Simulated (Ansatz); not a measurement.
**GeH− (triplet): one geometry, many settings**

What do other methods and options give for GeH− (triplet) at this geometry, and how long do they take?

The runs use Ansatz 0.2.0, Gaussian basis; the settings change from run to run.

12 further runs of the same task are left out: 3 that didn't finish, 9 set aside as unsound or not needed.

**1. The system**

The geometry is a PBE0/def2-TZVPD stationary point (not a proven minimum) of the parent state, kept for this charge and spin. No spin-orbit coupling is included. The filled d shell of Ge may be among the frozen orbitals whatever the setting's name suggests; the logs give the count.

2 atoms, charge -1, spin multiplicity 3.

Atoms are counted from 1 here; the program's logs count them from 0.

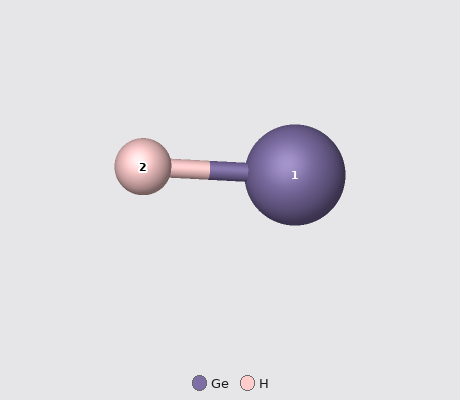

The structure; germanium purple, hydrogen pink; atoms are numbered from 1 in the order of the file.

**2. CCSD(T) on ROHF/aug-cc-pVDZ**

in.yaml

```yaml
crystal:
  periodic: [false, false, false]
  atoms:
    - {symbol: Ge, position_ang: [0.000000, 0.000000, 0.000000]}
    - {symbol: H, position_ang: [0.000000, 0.000000, 1.633171]}
basis:
  gaussian: {orbitals: aug-cc-pVDZ}
total_charge: -1
magnetization: {spin_polarized: false, initial_magnetization: 2}
correlation: {method: ccsd_t, electrons: outside_noble_gas}
accuracy: high
output: {forces: true}
```

Launch:

```bash
ansatz run in.yaml --threads 1 --pin off --events-out ev --progress --plain --max-ram 2176MiB
```

Log, cut to the lines that bear on the results:

```text
Functional definition: HF
  name "HF"
  cite "Fock, Z. Phys. 61, 126 (1930) doi:10.1007/BF01340294"
  parent pbe
[...]
778 factors; integrals over basis functions are off by at most 4.4e-9 eV
[...]
mean field -56487.79123147 eV, -2075.8880389563 hartree, gradient 4.6e-8 eV, S^2 2.000000; 2 other end points of the search recorded, 0 dependent functions left out
[...]
determinant -56487.79123147 eV, -2075.8880389563 hartree, with singles and doubles -56490.57117167 eV, -2075.9901998746 hartree
determinant -56485.78096586 eV, -2075.8141630577 hartree, with singles and doubles -56488.44285792 eV, -2075.9119857868 hartree
determinant -56485.20203132 eV, -2075.7928876061 hartree, with singles and doubles -56487.78335943 eV, -2075.8877496642 hartree
14 core orbitals not correlated: weight in the atoms' cores, before any rotation towards them, 1.000 or more for the frozen orbitals, at most 0.000 for the correlated occupied ones
reference -56487.79123147 eV, -2075.8880389563 hartree; 4, 2 occupied and 27, 29 virtual orbitals, 778 factors
second order -2.16917220 eV of doubles, -0.06050550 eV of singles
cycle   1  -2.77992078 eV  change    1.9e-5 eV  update   2.0e-4
[...]
cycle  18  -2.77991588 eV  change  -5.8e-11 eV  update  3.4e-10
perturbative correction -0.08192490 eV, -0.0030106844 hartree
[...]
Total energy: -56490.65307224 eV, -2075.9932096649 hartree
Atom 0 at     0.000000     0.000000     0.000000 Å, force    -0.000000    -0.000000    -0.134374 eV/Å
Atom 1 at     0.000000     0.000000     1.633171 Å, force     0.000000     0.000000     0.134374 eV/Å
Dipole moment:     0.000000     0.000000    -0.091493 e Å
```

Wall time 3.1 s (1 thread of Intel Xeon 6975P-C, shared host).

From the report: correlation -2.8618 eV; T1 0.021; largest double amplitude 0.07.

**3. NEVPT2(4,6)/cc-pVDZ**

in.yaml

```yaml
crystal:
  periodic: [false, false, false]
  atoms:
    - {symbol: Ge, position_ang: [0.000000, 0.000000, 0.000000]}
    - {symbol: H, position_ang: [0.000000, 0.000000, 1.633171]}
basis:
  gaussian: {orbitals: cc-pVDZ}
total_charge: -1
magnetization: {spin_polarized: false, initial_magnetization: 2}
correlation: {method: sc_nevpt2, electrons: outside_noble_gas, active_space: {window: {electrons: 4, orbitals: 6}}}
scf: {lower_state_search: off}
output: {forces: true}
```

Launched as before.

Log, cut to the lines that bear on the results:

```text
Functional definition: HF
  name "HF"
  cite "Fock, Z. Phys. 61, 126 (1930) doi:10.1007/BF01340294"
  parent pbe
[...]
373 factors; integrals over basis functions are off by at most 1.1e-3 eV
[...]
mean field -56487.42500742 eV, -2075.8745804707 hartree, gradient 9.7e-7 eV, S^2 2.000000; 0 other end points of the search recorded, 0 dependent functions left out
reference -56487.42500742 eV, -2075.8745804707 hartree; 18, 16 occupied and 14, 16 virtual orbitals, 373 factors
state -56488.12789136 eV, -2075.9004109793 hartree
state -56488.12789136 eV, -2075.9004109793 hartree; corrected -56489.51218366 eV, -2075.9512827829 hartree
[...]
Total energy: -56489.51218366 eV, -2075.9512827829 hartree
Atom 0 at     0.000000     0.000000     0.000000 Å, force    -0.000000     0.000000    -0.179592 eV/Å
Atom 1 at     0.000000     0.000000     1.633171 Å, force     0.000000    -0.000000     0.179592 eV/Å
Dipole moment:     0.000000    -0.000000    -0.061294 e Å
Checks for a lower state left out: stability, starts, cluster_reference, orbital_swaps, neighbouring_geometries, increment
```

Wall time 0.69 s (1 thread of Intel Xeon 6975P-C, shared host).

From the report: 117 determinants; active occupations 1.96, 1.00, 1.00, 0.03, 0.01, 0.00.

**4. MRCISD+Q(6,5)/def2-mTZVP**

in.yaml

```yaml
crystal:
  periodic: [false, false, false]
  atoms:
    - {symbol: Ge, position_ang: [0.000000, 0.000000, 0.000000]}
    - {symbol: H, position_ang: [0.000000, 0.000000, 1.633171]}
basis:
  gaussian: {orbitals: def2-mTZVP}
total_charge: -1
magnetization: {spin_polarized: false, initial_magnetization: 2}
correlation: {method: fic_mrcisd_q, electrons: outside_noble_gas, active_space: {window: {electrons: 6, orbitals: 5}}}
accuracy: high
```

Same command.

Log, cut to the lines that bear on the results:

```text
Functional definition: HF
  name "HF"
  cite "Fock, Z. Phys. 61, 126 (1930) doi:10.1007/BF01340294"
  parent pbe
[...]
581 factors; integrals over basis functions are off by at most 4.4e-9 eV
[...]
mean field -56488.17351824 eV, -2075.9020877361 hartree, gradient 2.5e-8 eV, S^2 2.000000; 0 other end points of the search recorded, 0 dependent functions left out
reference -56488.17351824 eV, -2075.9020877361 hartree; 18, 16 occupied and 21, 23 virtual orbitals, 581 factors
state -56488.66661099 eV, -2075.9202085604 hartree
contracted CI cycle   1: correlation 0.00000000 eV, 0.0000000000 hartree, residual 9.12e0 eV
contracted CI cycle   2: correlation -1.73673029 eV, -0.0638236608 hartree, residual 1.84e0 eV
contracted CI cycle   3: correlation -1.79654304 eV, -0.0660217392 hartree, residual 4.34e-1 eV
contracted CI cycle   4: correlation -1.79977616 eV, -0.0661405539 hartree, residual 1.42e-1 eV
contracted CI cycle   5: correlation -1.80012114 eV, -0.0661532316 hartree, residual 4.30e-2 eV
contracted CI cycle   6: correlation -1.80015215 eV, -0.0661543715 hartree, residual 1.06e-2 eV
contracted CI cycle   7: correlation -1.80015392 eV, -0.0661544363 hartree, residual 2.53e-3 eV
contracted CI cycle   8: correlation -1.80015402 eV, -0.0661544401 hartree, residual 6.20e-4 eV
contracted CI cycle   9: correlation -1.80015403 eV, -0.0661544403 hartree, residual 1.59e-4 eV
contracted CI cycle  10: correlation -1.80015403 eV, -0.0661544404 hartree, residual 3.89e-5 eV
contracted CI cycle  11: correlation -1.80015403 eV, -0.0661544404 hartree, residual 8.79e-6 eV
contracted CI cycle  12: correlation -1.80015403 eV, -0.0661544404 hartree, residual 2.05e-6 eV
state -56488.66661099 eV, -2075.9202085604 hartree; corrected -56490.55130103 eV, -2075.9894696419 hartree
Total energy: -56490.55130103 eV, -2075.9894696419 hartree
```

It took 0.81 s on 1 thread of Intel Xeon 6975P-C, shared host.

From the report: 24 determinants; active occupations 2.00, 1.97, 1.00, 1.00, 0.04.

**5. CCSDT on ROHF/STO-3G**

in.yaml

```yaml
crystal:
  periodic: [false, false, false]
  atoms:
    - {symbol: Ge, position_ang: [0.000000, 0.000000, 0.000000]}
    - {symbol: H, position_ang: [0.000000, 0.000000, 1.633171]}
basis:
  gaussian: {orbitals: STO-3G}
total_charge: -1
magnetization: {spin_polarized: false, initial_magnetization: 2}
correlation: {method: ccsdt, electrons: valence}
output: {forces: true}
```

The command is unchanged.

Log, cut to the lines that bear on the results:

```text
Functional definition: HF
  name "HF"
  cite "Fock, Z. Phys. 61, 126 (1930) doi:10.1007/BF01340294"
  parent pbe
[...]
204 factors; integrals over basis functions are off by at most 3.6e-8 eV
[...]
mean field -55838.92061477 eV, -2052.0424836131 hartree, gradient 3.3e-6 eV, S^2 2.000000; 0 other end points of the search recorded, 0 dependent functions left out
[...]
9 core orbitals not correlated: weight in the atoms' cores, before any rotation towards them, 1.000 or more for the frozen orbitals, at most 0.000 for the correlated occupied ones
reference -55838.92061477 eV, -2052.0424836131 hartree; 9, 7 occupied and 1, 3 virtual orbitals, 204 factors
second order -0.37382294 eV of doubles, -0.03851830 eV of singles
cycle   1  -0.54899983 eV  change   -1.4e-1 eV  update   3.5e-2
[...]
cycle  15  -0.63154629 eV  change    1.0e-7 eV  update   1.3e-6
[...]
Total energy: -55839.55216107 eV, -2052.0656925114 hartree
Atom 0 at     0.000000     0.000000     0.000000 Å, force    -0.000000     0.000000     1.523254 eV/Å
Atom 1 at     0.000000     0.000000     1.633171 Å, force     0.000000    -0.000000    -1.523254 eV/Å
Dipole moment:     0.000000    -0.000000    -0.054799 e Å
```

Wall time 0.45 s (1 thread of Intel Xeon 6975P-C, shared host).

From the report: correlation -0.6315 eV; T1 0.011; largest double amplitude 0.09.

**6. MP2 on ROHF/aug-cc-pVDZ**

in.yaml

```yaml
crystal:
  periodic: [false, false, false]
  atoms:
    - {symbol: Ge, position_ang: [0.000000, 0.000000, 0.000000]}
    - {symbol: H, position_ang: [0.000000, 0.000000, 1.633171]}
basis:
  gaussian: {orbitals: aug-cc-pVDZ}
total_charge: -1
magnetization: {spin_polarized: false, initial_magnetization: 2}
correlation: {method: mp2, electrons: outside_noble_gas}
```

The command is unchanged.

Log:

```text
Functional definition: HF
  name "HF"
  cite "Fock, Z. Phys. 61, 126 (1930) doi:10.1007/BF01340294"
  parent pbe
  exchange = exact_x
  correlation = 0
493 factors; integrals over basis functions are off by at most 8.3e-4 eV
mean field evaluation 1: about -56486.1786 eV, gradient 1.2e1 eV
mean field evaluation 2: about -56486.1790 eV, gradient 1.2e1 eV
mean field evaluation 4: about -56487.7635 eV, gradient 1.6e0 eV
mean field evaluation 8: about -56487.7912 eV, gradient 2.3e-4 eV
mean field -56487.79120596 eV, -2075.8880380191 hartree, gradient 5.8e-7 eV, S^2 2.000000; 0 other end points of the search recorded, 0 dependent functions left out
mean field evaluation 16: about -56487.8703 eV, gradient 1.3e0 eV
14 core orbitals not correlated: weight in the atoms' cores, before any rotation towards them, 1.000 or more for the frozen orbitals, at most 0.000 for the correlated occupied ones
reference -56487.79120596 eV, -2075.8880380191 hartree; 4, 2 occupied and 27, 29 virtual orbitals, 493 factors
second order -2.16916901 eV of doubles, -0.06050556 eV of singles
Total energy: -56490.02088053 eV, -2075.9699770482 hartree
```

It took 0.42 s on 1 thread of Intel Xeon 6975P-C, shared host.

**7. CCSD on UHF/pcseg-2**

in.yaml

```yaml
crystal:
  periodic: [false, false, false]
  atoms:
    - {symbol: Ge, position_ang: [0.000000, 0.000000, 0.000000]}
    - {symbol: H, position_ang: [0.000000, 0.000000, 1.633171]}
basis:
  gaussian: {orbitals: pcseg-2}
total_charge: -1
magnetization: {spin_polarized: true, initial_magnetization: 2}
correlation: {method: ccsd, electrons: valence, diis_vectors: 2}
```

Launched as before.

Log, cut to the lines that bear on the results:

```text
Functional definition: HF
  name "HF"
  cite "Fock, Z. Phys. 61, 126 (1930) doi:10.1007/BF01340294"
  parent pbe
[...]
373 factors; integrals over basis functions are off by at most 1.2e-3 eV
[...]
mean field -56488.93538312 eV, -2075.9300857540 hartree, gradient 4.6e-6 eV, S^2 2.022428; 1 other end points of the search recorded, 0 dependent functions left out
determinant -56488.93538312 eV, -2075.9300857540 hartree, with singles and doubles -56493.67194094 eV, -2076.1041510434 hartree
determinant -56485.75055107 eV, -2075.8130453349 hartree, with singles and doubles -56490.47699925 eV, -2075.9867391018 hartree
9 core orbitals not correlated: weight in the atoms' cores, before any rotation towards them, 1.000 or more for the frozen orbitals, at most 0.000 for the correlated occupied ones
reference -56488.93538312 eV, -2075.9300857540 hartree; 9, 7 occupied and 39, 41 virtual orbitals, 373 factors
second order -4.26973246 eV of doubles, -0.00000000 eV of singles
cycle   1  -4.73642747 eV  change    1.3e-4 eV  update   3.6e-4
[...]
cycle   6  -4.73647834 eV  change   -4.6e-6 eV  update   4.2e-6
Total energy: -56493.67186146 eV, -2076.1041481226 hartree
```

Run time: 1.8 s. Hardware: 1 thread of Intel Xeon 6975P-C, shared host.

From the report: ⟨S²⟩ of the determinant 2.022 (pure triplet: 2.00); correlation -4.7365 eV; T1 0.013; largest double amplitude 0.06.

**8. The runs in one table**

Where basis and cores are those of an earlier FCI/aug-cc-pVDZ run (-56490.6773 eV), and the state is the same kind, the miss against it is given.

```csv
level,correlated,functions,energy (eV),from FCI (meV),time
CCSD(T) on ROHF/aug-cc-pVDZ,outside noble gas,45,-56490.6531,24.2,3.1 s
"NEVPT2(4,6)/cc-pVDZ",outside noble gas,32,-56489.5122,,0.69 s
"MRCISD+Q(6,5)/def2-mTZVP",outside noble gas,39,-56490.5513,,0.81 s
CCSDT on ROHF/STO-3G,valence,19,-55839.5522,,0.45 s
MP2 on ROHF/aug-cc-pVDZ,outside noble gas,45,-56490.0209,656.4,0.42 s
CCSD on UHF/pcseg-2,valence,57,-56493.6719,,1.8 s
```

**9. Results**

| quantity | value |
| --- | --- |
| runs | 6 |
| quickest | MP2 on ROHF/aug-cc-pVDZ, 0.42 s |
| slowest | CCSD(T) on ROHF/aug-cc-pVDZ, 3.1 s |

What this shows: Total energies in different bases, with other cores or another treatment of relativity can't be set against each other. CCSD(T) on ROHF/aug-cc-pVDZ took 7 times as long as MP2 on ROHF/aug-cc-pVDZ; the jobs differ in more than the method. Among the correlated runs with a miss given, it spans +24 to +656 meV.
